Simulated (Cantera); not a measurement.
A closed system holds: 1 mol Fe, 1.5 mol H2O, 19 mol H2, at 75.0 Torr.

Method: chemical equilibrium by Gibbs-energy minimisation in Cantera with the NASA 1993 tables (ideal gas, pure condensed phases). Candidate condensed phases: Fe, FeO, Fe(OH)2, Fe(OH)3, Fe2O3, Fe3O4, H2O; 12 gas species. Equilibrium is a limit: real reactors are often held back by kinetics, nucleation or transport.

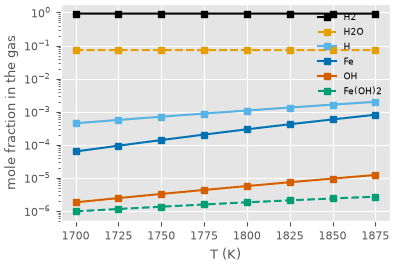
Fig. 1. Equilibrium gas composition (values under 1e-9 drawn at 1e-9)

Read off the mole fractions at 1875 K.

H2 about 0.92, H2O about 0.073, H about 0.0020, Fe about 0.00081, OH about 1.2e-5, Fe(OH)2 about 2.7e-6.
